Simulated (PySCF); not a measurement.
System: BFH$_{2}$ (SMILES [BH2-]F) (charge −1, doublet).

Input

```
{"job": {"kind": "sp", "xc": "wB97X", "basis": "ma-def2-TZVP", "d3": "d3bj", "grid": 2}, "charge": -1, "multiplicity": 2}
B     -0.062113     0.008725     0.083327
F      1.319138    -0.155460    -0.087954
H     -0.488754     1.152566     0.000316
H     -0.748223    -0.996557    -0.042246
```

Run with:

```sh
OMP_NUM_THREADS=1 python redox_run.py task.json out
```

Geometry: PBE0-D3(BJ)/ma-def2-SVP.

Level of theory: PySCF 2.14.0, density-fitted response routines, DFT single point, gas phase, functional wB97X.

> What will maps of the electron density, electron localisation function and spin density show?

B–F (1.40 Å): ρ is about 1.8 e/Å³ halfway; the ELF peaks at about 0.85 between the atoms, as expected for a polar covalent bond.
B–H (1.22 Å): ρ is about 1.2 e/Å³ halfway; the ELF climbs to about 1 towards the hydrogen, as it does in any bond to H (an ordinary covalent bond to hydrogen).
The unpaired spin (1 electron) lies mostly on B1 (about 0.8) and F2 (about 0.1), in electrons by Hirshfeld's partition.

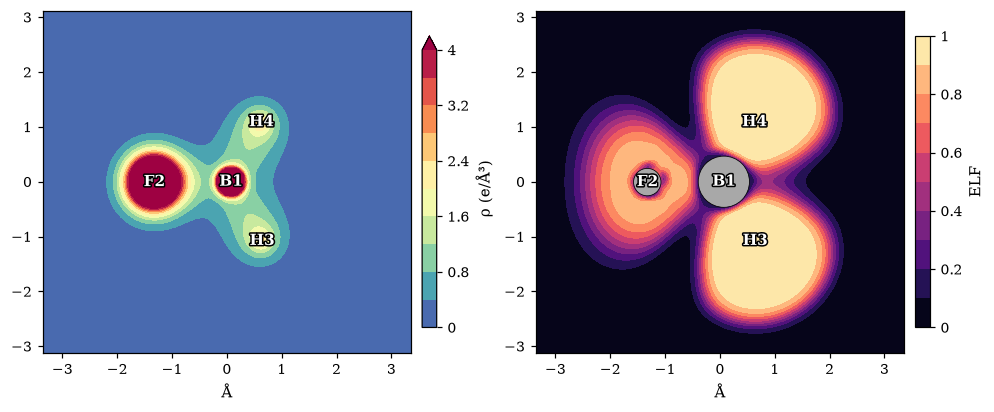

Computed electron density and electron localisation function on the molecular plane, in this order. Grey discs cover the atomic cores in the ELF map. 
